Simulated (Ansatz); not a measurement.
**Rhodium, omega (AlB2-type) under m-r²SCAN: structure, energy and stiffness, part 1 of 3**

The plan for rhodium in the omega (AlB2-type) structure: relax it, solve it on a dense k-mesh, then scale the cell to 7 volumes from 88 to 112 % of the relaxed one and try a fit of the equation of state. The start is ferromagnetic. The k-meshes are 9×9×12 for the relaxation; 11×11×16 for the dense run; 10×10×13 for the volumes.

Method: DFT m-r2SCAN, plane waves (500 eV) with PAW, scalar-relativistic; PAW files made under PBE, frozen cores solved again for the functional; m-r²SCAN is r²SCAN on the gauge-invariant kinetic-energy density, in Ansatz 0.2.0.

### 1 The system as given

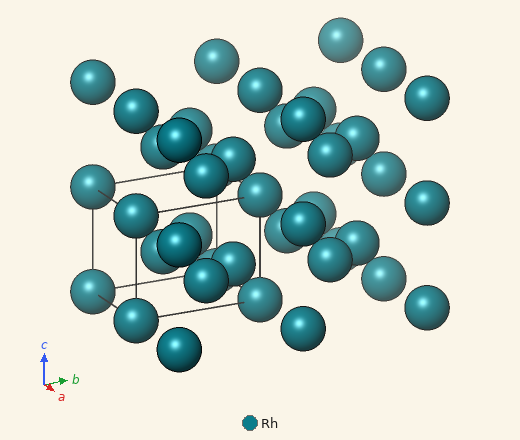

The structure, seen slightly off an axis (rhodium blue). 2×2×2 cells are drawn. Any atoms on the faces are drawn again on the opposite ones.

As a file:

```cif
data_structure
_symmetry_space_group_name_H-M 'P6/mmm'
_symmetry_Int_Tables_number 191
_cell_length_a 4.2674
_cell_length_b 4.2674
_cell_length_c 2.6159
_cell_angle_alpha 90.000
_cell_angle_beta 90.000
_cell_angle_gamma 120.000
_cell_volume 41.25
loop_
_atom_site_label
_atom_site_type_symbol
_atom_site_symmetry_multiplicity
_atom_site_Wyckoff_symbol
_atom_site_fract_x
_atom_site_fract_y
_atom_site_fract_z
_atom_site_occupancy
Rh1 Rh 1 a 0.00000 0.00000 0.00000 1
Rh2 Rh 2 d 0.33333 0.66667 0.50000 1
```

The atoms start with moments of +1 ×3 μB.

### 2 Relaxing cell and atoms

The input, input.yaml:

```yaml
crystal:
  lattice:
    - [4.2673781655, 0.0, 0.0]
    - [-2.1336890828, 3.6956578989, 0.0]
    - [0.0, 0.0, 2.6159028155]
  atoms:
    - { symbol: Rh, position: [0.0, 0.0, 0.0], spin: 1.0 }
    - { symbol: Rh, position: [0.3333333333, 0.6666666667, 0.5], spin: 1.0 }
    - { symbol: Rh, position: [0.6666666667, 0.3333333333, 0.5], spin: 1.0 }
hamiltonian:
  xc: mr2scan
  pseudopotentials:
    kind: paw
    azcp:
      Rh: "pseudopotentials/Rh.paw.azcp"
basis:
  ecutwfc: 500
  fft_grid_basis: typed
kpoints:
  mp_grid: { grid: [9, 9, 12], shift: [0, 0, 0] }
magnetization:
  spin_polarized: true
scf:
  occupations: { method: fermi_dirac, width: 0.05 }
relax:
  max_steps: 60
  f_tol: 0.01
  cell: {}
output:
  write_density: true
  write_potential: true
  elf: true
  volumetric_format: npy
```

Command:

```sh
> ansatz run input.yaml --threads 2 --pin off --max-ram 6144MiB --backend cpu --events-out ev --progress --plain --runs-dir out
```

The log of the run:

```text
Warning: RAYON_NUM_THREADS=2 ignored (pool sized by the plan → 2); use --threads N
Engine: ansatz 0.2.0, aarch64-unknown-linux-gnu
Pseudopotentials: kind: paw
Pseudopotential: Rh, paw, valence charge 17, recommended cutoff 500 eV (meta_gga), <dir>
Functional definition: m-r2SCAN
  exchange = m_r2scan_x
  correlation = m_r2scan_c
Crystal: 3 atoms, lattice volume = 41.255 Å³
Basis set: ecut = 500 eV, 1071 PW (Γ), exchange–correlation on 128×128×80 points (64 copies of the dense FFT grid, shifted against one another)
Bands: 33, of which v1, the nominal top of the filled ones, is band 26 counted from 1 (25 counted from 0)
Symmetry: 24 space group operations
Space group: P6/mmm (ITA 191), of the structure as read, at distance tolerance 3.5e-5 Å
Magnetic group: BNS 191.233 (UNI 1463), of the structure as read, at distance tolerance 3.5e-5 Å
k-points: 84 of 972
Non-local potential: Rh, projectors of the file, l = 0: 3, l = 1: 2, l = 2: 2, l = 3: 1
PAW form: soft (Blöchl's): semilocal exchange-correlation on the pseudo side does not see the compensation charge
PAW frozen core: Rh, regenerated for the run's functional (the file was generated under x = pbe(κ = 0.804, μ = 0.2195149727645171), c = pbe(β = 0.06672455060314922))
PAW one-centre angular grid: Rh, 590 points (default); XC on 160 Gauss nodes
Initial density: superposition of atomic densities (chi_scale 0.1, normalization cell)
Starting moments: Σ|m| = 3 μB on 3 of 3 sites
Initial wavefunctions: pseudopotential atomic-orbital guess
Functional: x = mr2scan, c = mr2scan; τ floored in thin density (d = 2e-4 eV/Å³)
SCF iter   1: F=—  HF=-19246.398887 eV  |F-HF|=—  |Δ(HF+E_count)|=         —  Δρ=5.47e-2 (↑5.47e-2 ↓4.37e-2)  dr2=3.49e0  dr2_τ=2.62e-2  dr2_m=7.51e-2  M=2.230 μB ∫|m|=2.230 μB  β_m=1.00  ethr=3.10e-3  ⟨swp⟩=5.2  Hψ=19840  notcnv=0  defer=2
Mixer restart at iter 1: flushing history
preconditioner: auto → none  [metal: Δε(μ)=0.003 eV  Ē_g=9.604 eV  σ=0.050 eV  W_gap=0.02  n_scr=8 (ndim 8)  ℏωp=30.0 eV  f_vac=0.000  D(μ)=4.98/eV (n_scr^D=68)  sad-step TF]
SCF iter   2: F=—  HF=-19245.217185 eV  |F-HF|=—  |Δ(HF+E_count)|=    1.18e0  Δρ=3.00e-2 (↑3.00e-2 ↓2.87e-2)  dr2=1.31e0  dr2_τ=1.43e-2  dr2_m=3.13e-3  M=2.016 μB ∫|m|=2.030 μB  β_m=0.75  ethr=3.10e-3  ⟨swp⟩=2.4  Hψ=9004  notcnv=0  defer=195  κ⁻¹=1.0e0(r=1)
SCF iter   3: F=—  HF=-19244.913608 eV  |F-HF|=—  |Δ(HF+E_count)|=   3.04e-1  Δρ=9.94e-3 (↑9.30e-3 ↓9.94e-3)  dr2=6.77e-2  dr2_τ=1.49e-3  dr2_m=7.19e-3  M=1.700 μB ∫|m|=1.773 μB  β_m=1.00  ethr=2.57e-3  ⟨swp⟩=2.3  Hψ=9203  notcnv=0  defer=195  κ⁻¹=4.4e-2(r=2)
SCF iter   4: F=—  HF=-19245.483983 eV  |F-HF|=—  |Δ(HF+E_count)|=         —  Δρ=5.04e-2 (↑4.79e-2 ↓5.04e-2)  dr2=2.36e-2  dr2_τ=7.63e-2  dr2_m=8.93e-1  M=-0.294 μB ∫|m|=0.294 μB  β_m=1.00  ethr=1.33e-4  ⟨swp⟩=2.5  Hψ=10313  notcnv=0  defer=199
Mixer restart at iter 4: flushing history
SCF iter   5: F=—  HF=-19245.105793 eV  |F-HF|=—  |Δ(HF+E_count)|=   3.78e-1  Δρ=5.28e-3 (↑5.28e-3 ↓4.28e-3)  dr2=1.23e-2  dr2_τ=8.62e-4  dr2_m=6.90e-3  M=-0.089 μB ∫|m|=0.089 μB  β_m=0.43  ethr=9.80e-5  ⟨swp⟩=2.1  Hψ=10703  notcnv=0  defer=199
SCF iter   6: F=—  HF=-19245.105322 eV  |F-HF|=—  |Δ(HF+E_count)|=   4.71e-4  Δρ=3.35e-3 (↑3.35e-3 ↓3.16e-3)  dr2=2.34e-3  dr2_τ=2.04e-4  dr2_m=3.64e-3  M=-0.061 μB ∫|m|=0.061 μB  β_m=0.43  ethr=2.41e-5  ⟨swp⟩=2.4  Hψ=8819  notcnv=0  defer=190  κ⁻¹=1.0e0(r=1)
SCF iter   7: F=—  HF=-19245.104882 eV  |F-HF|=—  |Δ(HF+E_count)|=   4.40e-4  Δρ=2.72e-3 (↑2.72e-3 ↓2.55e-3)  dr2=1.50e-4  dr2_τ=5.07e-5  dr2_m=2.60e-3  M=-0.037 μB ∫|m|=0.037 μB  β_m=0.30  ethr=4.58e-6  ⟨swp⟩=2.1  Hψ=6851  notcnv=0  defer=183  κ⁻¹=1.8e-2(r=2)
SCF iter   8: F=—  HF=-19245.104227 eV  |F-HF|=—  |Δ(HF+E_count)|=   6.56e-4  Δρ=7.88e-4 (↑7.88e-4 ↓7.68e-4)  dr2=4.22e-5  dr2_τ=3.69e-6  dr2_m=2.05e-4  M=0.029 μB ∫|m|=0.029 μB  β_m=1.00  ethr=2.94e-7  ⟨swp⟩=2.0  Hψ=9262  notcnv=0  defer=185  κ⁻¹=2.7e-3(r=3)
SCF iter   9: F=—  HF=-19245.103965 eV  |F-HF|=—  |Δ(HF+E_count)|=   2.62e-4  Δρ=2.10e-4 (↑2.10e-4 ↓1.51e-4)  dr2=1.79e-5  dr2_τ=1.91e-7  dr2_m=2.77e-6  M=0.046 μB ∫|m|=0.047 μB  β_m=1.00  ethr=8.28e-8  ⟨swp⟩=2.1  Hψ=9683  notcnv=0  defer=185  κ⁻¹=9.3e-4(r=4)
SCF iter  10: F=—  HF=-19245.103931 eV  |F-HF|=—  |Δ(HF+E_count)|=   3.41e-5  Δρ=2.66e-4 (↑2.43e-4 ↓2.66e-4)  dr2=1.18e-6  dr2_τ=1.99e-6  dr2_m=2.37e-5  M=0.036 μB ∫|m|=0.036 μB  β_m=1.00  ethr=3.51e-8  ⟨swp⟩=2.5  Hψ=9361  notcnv=0  defer=185  κ⁻¹=1.8e-4(r=5)
SCF iter  11: F=—  HF=-19245.103960 eV  |F-HF|=—  |Δ(HF+E_count)|=   2.98e-5  Δρ=1.46e-4 (↑1.28e-4 ↓1.46e-4)  dr2=5.16e-7  dr2_τ=5.61e-7  dr2_m=6.66e-6  M=0.026 μB ∫|m|=0.026 μB  β_m=1.00  ethr=2.32e-9  ⟨swp⟩=2.0  Hψ=9854  notcnv=0  defer=185  κ⁻¹=1.0e-5(r=6)
SCF iter  12: F=—  HF=-19245.103976 eV  |F-HF|=—  |Δ(HF+E_count)|=   1.62e-5  Δρ=1.02e-4 (↑8.85e-5 ↓1.02e-4)  dr2=3.28e-7  dr2_τ=2.72e-7  dr2_m=3.11e-6  M=0.016 μB ∫|m|=0.016 μB  β_m=1.00  ethr=1.01e-9  ⟨swp⟩=2.0  Hψ=9858  notcnv=0  defer=185  κ⁻¹=9.3e-7(r=7)
SCF iter  13: F=—  HF=-19245.103986 eV  |F-HF|=—  |Δ(HF+E_count)|=   9.73e-6  Δρ=2.71e-5 (↑2.35e-5 ↓2.71e-5)  dr2=2.21e-7  dr2_τ=1.06e-8  dr2_m=4.07e-8  M=0.001 μB ∫|m|=0.001 μB  β_m=1.00  ethr=6.44e-10  ⟨swp⟩=2.0  Hψ=10026  notcnv=0  defer=185  κ⁻¹=5.2e-7(r=8)
SCF iter  14: F=—  HF=-19245.103985 eV  |F-HF|=—  |Δ(HF+E_count)|=   7.44e-7  Δρ=3.48e-5 (↑3.48e-5 ↓3.10e-5)  dr2=1.43e-7  dr2_τ=3.17e-8  dr2_m=3.36e-7  M=-0.006 μB ∫|m|=0.006 μB  β_m=1.00  ethr=4.34e-10  ⟨swp⟩=2.0  Hψ=9858  notcnv=0  defer=185  κ⁻¹=1.3e-6(r=8)
SCF iter  15: F=—  HF=-19245.103987 eV  |F-HF|=—  |Δ(HF+E_count)|=   1.83e-6  Δρ=1.44e-5 (↑1.44e-5 ↓1.21e-5)  dr2=1.37e-7  dr2_τ=5.97e-9  dr2_m=5.06e-8  M=-0.001 μB ∫|m|=0.001 μB  β_m=1.00  ethr=2.79e-10  ⟨swp⟩=2.0  Hψ=10031  notcnv=0  defer=185  κ⁻¹=1.8e-6(r=8)
SCF iter  16: F=—  HF=-19245.103987 eV  |F-HF|=—  |Δ(HF+E_count)|=   8.77e-9  Δρ=3.87e-6 (↑3.72e-6 ↓3.87e-6)  dr2=4.37e-8  dr2_τ=4.62e-10  dr2_m=1.42e-10  M=0.000 μB ∫|m|=0.000 μB  β_m=1.00  ethr=2.68e-10  ⟨swp⟩=2.4  Hψ=7895  notcnv=0  defer=185  κ⁻¹=5.9e-6(r=8)
SCF iter  17: F=—  HF=-19245.103987 eV  |F-HF|=—  |Δ(HF+E_count)|=   5.54e-8  Δρ=6.55e-6 (↑6.54e-6 ↓6.55e-6)  dr2=2.69e-10  dr2_τ=1.42e-9  dr2_m=1.60e-8  M=-0.001 μB ∫|m|=0.001 μB  β_m=1.00  ethr=8.58e-11  ⟨swp⟩=2.7  Hψ=10042  notcnv=0  defer=185  κ⁻¹=2.7e-6(r=8)
SCF iter  18: F=—  HF=-19245.103987 eV  |F-HF|=—  |Δ(HF+E_count)|=   1.10e-8  Δρ=7.39e-6 (↑7.11e-6 ↓7.39e-6)  dr2=1.00e-9  dr2_τ=1.73e-9  dr2_m=1.97e-8  M=-0.001 μB ∫|m|=0.001 μB  β_m=1.00  ethr=1.00e-12  ⟨swp⟩=2.0  Hψ=9683  notcnv=0  defer=185  κ⁻¹=2.4e-6(r=8)
SCF iter  19: F=—  HF=-19245.103987 eV  |F-HF|=—  |Δ(HF+E_count)|=   4.35e-8  Δρ=4.66e-6 (↑4.66e-6 ↓4.65e-6)  dr2=3.95e-11  dr2_τ=7.11e-10  dr2_m=8.18e-9  M=-0.001 μB ∫|m|=0.001 μB  β_m=1.00  ethr=1.00e-12  ⟨swp⟩=2.3  Hψ=10629  notcnv=0  defer=185  κ⁻¹=2.1e-6(r=8)
SCF iter  20: F=—  HF=-19245.103987 eV  |F-HF|=—  |Δ(HF+E_count)|=   2.36e-8  Δρ=1.11e-6 (↑9.66e-7 ↓1.11e-6)  dr2=1.99e-11  dr2_τ=3.91e-11  dr2_m=4.06e-10  M=-0.000 μB ∫|m|=0.000 μB  β_m=1.00  ethr=1.00e-12  ⟨swp⟩=2.7  Hψ=10991  notcnv=0  defer=185  κ⁻¹=1.4e-6(r=8)
SCF iter  21: F=—  HF=-19245.103987 eV  |F-HF|=—  |Δ(HF+E_count)|=  5.31e-10  Δρ=1.74e-6 (↑1.74e-6 ↓1.15e-6)  dr2=2.93e-10  dr2_τ=7.50e-11  dr2_m=7.88e-10  M=-0.000 μB ∫|m|=0.000 μB  β_m=1.00  ethr=1.00e-12  ⟨swp⟩=4.2  Hψ=27578  notcnv=0  κ⁻¹=1.1e-6(r=8)
SCF iter  22: F=-19245.103987 eV  HF=-19245.103987 eV  |F-HF|=3.64e-11  |Δ(HF+E_count)|=   1.30e-9  Δρ=2.47e-7 (↑7.32e-8 ↓2.47e-7)  dr2=6.13e-11  dr2_τ=1.08e-12  dr2_m=4.70e-12  M=0.000 μB ∫|m|=0.000 μB  ethr=1.00e-12  ⟨swp⟩=5.8  Hψ=23973  notcnv=0
WARN: the starting moments were not kept: the SCF closed with an absolute magnetisation of 2.7e-6 μB, where they sum to 3 μB in size (3 sites). That is at most 0.1 of that sum. Measured as dr2_m measures the in/out step, that magnetisation stands 3.0e-12 eV from none, at or under the dr2_threshold of 1.0e-7 eV: it is no larger than a step whose dr2_m would equal this threshold. The system may hold no moment; this SCF shows only that its start led to no more than that. To try another start: raise the starting moments (crystal.atoms[].spin, magnetization.per_species, magnetization.initial_magnetization, or on a non-collinear deck that types none of these the spinor_matrix: blocks that start its atoms; where the total moment is fixed, keep their sum and leave initial_magnetization as it is; typed ones take the place of any that the run laid by itself, positive ones on a crystal's lanthanoids without a Hubbard term where scf.initial_density.shell_occupations: [] is typed) or, if the notice of its spin-set hold's release reads "site moments contracting" or "site moments show no strong build", lengthen the hold (scf.mixing.spin_hold: { on: { confirm: 4 } }; for m-r²SCAN on two components see the key's manual first). Each may lead to a state that holds a moment. A second SCF, from the converged charge density, with the starting moments and any scf.initial_density.shell_occupations laid on it anew, would have followed, and was not run: the deck does not ask for one (magnetization.retry_lost_moments is false, the default). To let it run, set magnetization.retry_lost_moments: true and run the deck again, where that key's refused combinations let it; where memory then withholds it, that run's warning says so.
SCF 1 converged in 22 iterations: F = -19245.103987 eV  dr2 = 6.13e-11
relax step   1: F+E_penalty+E_count = -19245.10398730 eV  Δ(F+E_penalty+E_count) = +0.000e0 eV  max|allowed force component| = 2.154e-17 eV/Å  Δτ_max = 0.0000 Å  P = +6.832 GPa  Ω = 41.255 Å³  (22 SCF iters, dr2 threshold 1.00e-7 eV, accepted)
[... 36 lines left out ...]
relax step   2: F+E_penalty+E_count = -19245.11125239 eV  Δ(F+E_penalty+E_count) = -7.265e-3 eV  max|allowed force component| = 7.324e-18 eV/Å  Δτ_max = 0.0000 Å  P = -4.960 GPa  Ω = 43.120 Å³  energy of the carried Pulay correction = -5.086e-4 eV  (24 SCF iters, dr2 threshold 3.00e-7 eV, accepted)
[... 28 lines left out ...]
relax step   3: F+E_penalty+E_count = -19245.12482168 eV  Δ(F+E_penalty+E_count) = -1.357e-2 eV  max|allowed force component| = 3.963e-17 eV/Å  Δτ_max = 0.0000 Å  P = -0.262 GPa  Ω = 42.315 Å³  energy of the carried Pulay correction = -2.920e-4 eV  (22 SCF iters, dr2 threshold 3.00e-7 eV, accepted)
[... 19 lines left out ...]
relax step   4: F+E_penalty+E_count = -19245.12486854 eV  Δ(F+E_penalty+E_count) = -4.686e-5 eV  max|allowed force component| = 6.939e-18 eV/Å  Δτ_max = 0.0000 Å  P = +0.007 GPa  Ω = 42.271 Å³  energy of the carried Pulay correction = -2.803e-4 eV  (12 SCF iters, dr2 threshold 2.05e-7 eV, accepted)
[... 20 lines left out ...]
relax step   5: F+E_penalty+E_count = -19245.12517419 eV  Δ(F+E_penalty+E_count) = -3.057e-4 eV  max|allowed force component| = 6.168e-18 eV/Å  Δτ_max = 0.0000 Å  P = +0.015 GPa  Ω = 42.271 Å³  stress off target by 1.63e-2 GPa  SCF on the basis re-selected at this cell (its energy is not comparable with the rows above)  (15 SCF iters)
basis re-selected at this cell: Δ(F+E_penalty+E_count) = -3.057e-4 eV, ΔP = +0.008 GPa vs the last step (what re-selecting the basis moved, of the pressure what is left beyond the Pulay correction that the steps carried, after the strain that the cell walked since its last selection, with what the two solves' SCF thresholds leave and, on support functions, any second-order correction that the steps lacked; it is no measure of the basis error at this ecutwfc). This SCF's stress stands 1.63e-2 GPa from its target on what of the cell is left free (relax.cell.stress_tol is 5.00e-2 GPa) and its largest allowed force component is 6.17e-18 eV/Å (relax.f_tol is 1.00e-2 eV/Å): within both
SCF converged after 15 iterations
Stability not checked: this state was not tested for a lower state beside it, because the mixer in use, unlike msr1, does not test its closes by its own steps (another_mixer; see scf.mixing.algorithm and scf.lower_state_search)
Magnetization: -0.0000 μB (25.5000 up, 25.5000 down)
Absolute magnetization: 0.0000 μB (∫|ρ↑−ρ↓|, with the PAW one-centre terms)
Spin contamination: 0.0000 ħ² per cell (⟨S²⟩ above its minimum at these occupations)
Per-site moments (μB) at R_I (Å): [(-4.889003932091341e-8, 1.0887529840892245), (1.968630258511842e-8, 1.0241624053035119), (1.9686302618674332e-8, 1.0241624053035119)]
Free energy (F): -19245.125174 eV
Harris-Foulkes:  -19245.125174 eV  (|F-HF|=2.18e-11)
Internal energy: -19245.078271 eV  (E = F + TS)
E sigma→0 (E₀):  -19245.101723 eV
Entropy (-TS):   -0.046903 eV (-15.634 meV/atom)
Fermi energy:    21.547608 eV
--- Per-component energies (eV) ---
  E_band       = -335.806294
  E_kinetic    = 1719.607172
  E_local      = -4813.023498  (includes V_loc(G=0)·N_el)
  E_nonlocal   = 1068.227805
  E_hartree    = 1696.224278
  E_xc         = -649.650274
  E_vxc        = -941.191449  (∫ρ·V_xc dr)
  E_paw        = -10813.535526  (= ΣΔE_a)
  E_vpaw       = -825.559302  (= ΣTr[D̂ρ^β])
  E_aug_tail   = 0.001849  (compensation charges beyond the density's cutoff)
  E_vtau       = 63.682562  (kinetic-family band-sum trace: ∫τ·v_τ [+ j·A + Jᵃ·Aᵃ] dr)
  E_ewald      = -7451.820199
  E_core_change = -1.109878  (= ΣΔE_core)
  E_smearing   = -0.046903  (= −TS)
  E_closure    = 0.000000  (closes the sum)
  Σ components = -19245.125174   (vs F -19245.125174, Δ=0.00e0)
--- Forces (eV/Å), atoms counted from 1 ---
  atom   1  Rh    -0.00000000    -0.00000000     0.00000000
  atom   2  Rh     0.00000000    -0.00000000     0.00000000
  atom   3  Rh    -0.00000000     0.00000000     0.00000000
  max |Σ_I F_I| component: 2.31e-18 eV/Å
--- Stress (GPa, compression-positive) ---
        0.016298      -0.000000       0.000000
       -0.000000       0.016298       0.000000
        0.000000       0.000000       0.012447
  P = ⅓ Tr σ = 0.0150 GPa (0.150 kbar)
--- Band table (eV; the first three rows and the last of 168) ---
  k-point 0 ↑: bands = ["-59.5422", "-59.3679", "-59.2955", "-26.9265", "-26.9265", "-26.5231", "-26.5231", "-26.2843", "-26.1553", "-26.1553", "-26.1218", "-26.0658", "13.5711", "15.5900", "17.8696", "17.8696", "17.8880", "17.9105", "17.9105", "18.2220", "19.0079", "19.0079", "19.8319", "19.8319", "19.9275", "19.9275", "22.3194", "22.3194", "30.3981", "30.3981", "30.4549", "30.4549", "31.2496"]
[... 3 lines left out ...]
--- Relaxed structure (4 steps of the walk, 4 accepted, 1 SCFs on fresh bases) ---
  F+E_penalty+E_count = -19245.12517419 eV   max|allowed force component| = 6.168e-18 eV/Å   (the final SCF, on the basis selected at the relaxed cell)
  cell:  # Å, volume = 42.2714 Å³
    - [4.300366839242744, 2.9090668001472806e-11, 0.0]
    - [-2.1501834196465652, 3.7242269283618623, 0.0]
    - [0.0, 0.0, 2.639401173549635]
  atoms:
    - { symbol: Rh, position: [-1.3859619787880262e-34, -1.1578475418489515e-34, 0.0] }
    - { symbol: Rh, position: [0.33333333333333337, 0.6666666666666666, 0.49999999999999994] }
    - { symbol: Rh, position: [0.6666666666666667, 0.33333333333333337, 0.49999999999999994] }
```

Wall time 2.4 min (2 threads of Arm Neoverse V1, shared host); peak memory 0.57 GiB.

Relaxation path:

```csv
step,energy change (meV/atom),largest force (eV/Å),pressure (GPa),volume (Å³/atom)
1,0.00,0.0000,6.83,13.752
2,-2.42,0.0000,-4.96,14.373
3,-6.94,0.0000,-0.26,14.105
4,-6.96,0.0000,0.01,14.090
5,-7.06,0.0000,0.02,14.090
```

Steps that repeat a cell are solved on a basis chosen anew, so their changes of energy are no gain of the relaxation.

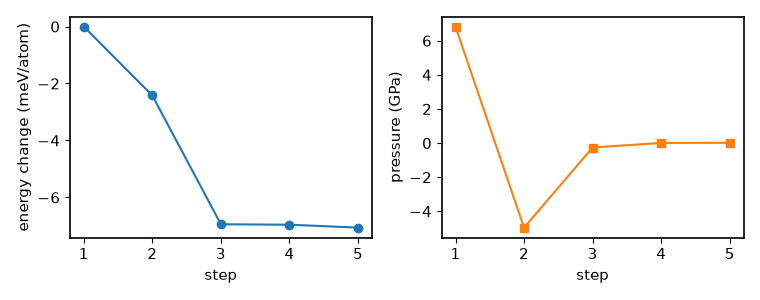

Energy and pressure over the accepted steps.

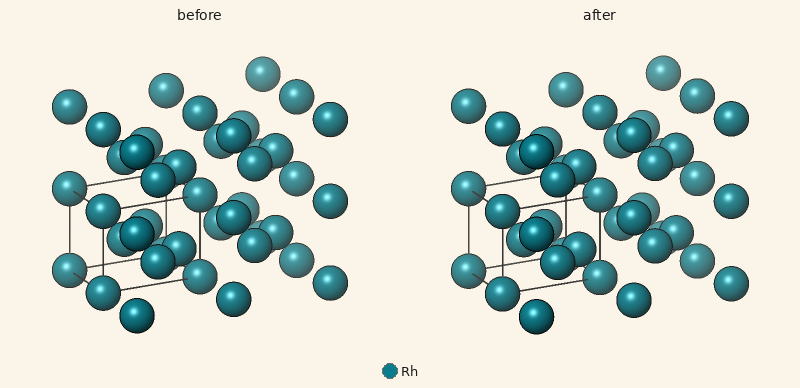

The structure before (left) and after (right), drawn at the same scale. The cells drawn are those of the first picture.

The cell of the run, before and after:

|  | before | after | change |
| --- | --- | --- | --- |
| a (Å) | 4.267 | 4.300 | +0.8 % |
| b (Å) | 4.267 | 4.300 | +0.8 % |
| c (Å) | 2.616 | 2.639 | +0.9 % |
| volume (Å³/atom) | 13.752 | 14.090 | +2.5 % |
| shortest distance (Å) | 2.464 | 2.483 | +0.8 % |
| space group (spins left aside) | P6/mmm | P6/mmm | same |

(Continued in part 2 of 3.)
